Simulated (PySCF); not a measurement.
```yaml
atoms:
  - { symbol: C, position_ang: [3.3342, 0.4159, -0.4978] }
  - { symbol: O, position_ang: [1.9442, 0.3987, -0.3904] }
  - { symbol: Si, position_ang: [1.0319, -0.3326, 0.7357] }
  - { symbol: Si, position_ang: [-1.0223, 0.2742, -0.0852] }
  - { symbol: C, position_ang: [-2.3874, -1.0849, -0.0181] }
  - { symbol: O, position_ang: [-3.0434, -0.4591, 1.0905] }
  - { symbol: C, position_ang: [-2.3405, 0.7810, 1.2268] }
  - { symbol: H, position_ang: [3.7846, 0.8729, 0.3860] }
  - { symbol: H, position_ang: [3.6014, 0.9979, -1.3801] }
  - { symbol: H, position_ang: [3.7255, -0.5983, -0.6012] }
  - { symbol: H, position_ang: [1.3381, -1.7749, 0.7808] }
  - { symbol: H, position_ang: [1.3907, 0.1524, 2.0813] }
  - { symbol: H, position_ang: [-1.1699, 1.0923, -1.3071] }
  - { symbol: H, position_ang: [-3.0705, -1.1443, -0.8708] }
  - { symbol: H, position_ang: [-2.0997, -2.1041, 0.2545] }
  - { symbol: H, position_ang: [-2.0232, 0.9100, 2.2654] }
  - { symbol: H, position_ang: [-3.0006, 1.6150, 0.9692] }
```

Geometry: GFN2-xTB.

All numbers below come from wB97X-D/def2-SVPD, SCF density, gas phase in PySCF 2.14.0.

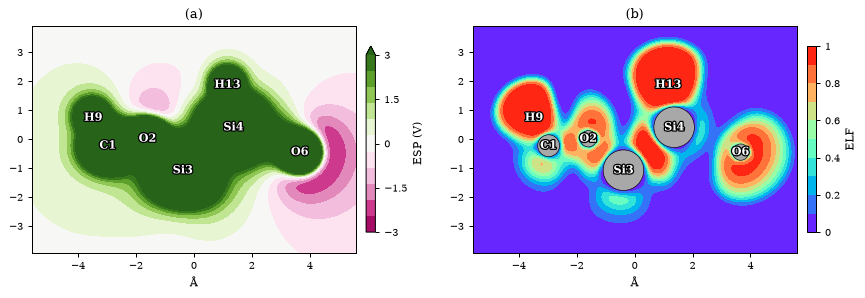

C3H10O2Si2 (SMILES CO[SiH2][SiH]1COC1). (a) molecular electrostatic potential; (b) electron localisation function on the plane of atoms C1, O2 and Si3. Grey discs cover the atomic cores in the ELF map.

**Read the bonding off the picture.**

The plane passes through C, O, Si and H nuclei.
C–O (1.39 Å): the ELF peaks at about 0.90 between the atoms (a shared but strongly polarised pair).
Si–O (1.62 Å): the ELF peaks at about 0.85 between the atoms; a polar covalent bond.
Si–Si (2.29 Å): the ELF peaks at about 1 between the atoms, as expected for a covalent bond.
C–H (1.09 Å): the ELF climbs to about 1 towards the hydrogen, as it does in any bond to H; a covalent bond by its length.
Si–H (1.48 Å): the ELF climbs to about 1 towards the hydrogen.
The ELF also peaks beside O6 and O2, away from the bonds: lone-pair regions.
Outside the dense part of the molecule the potential is most negative (−2.4 V) near O6.
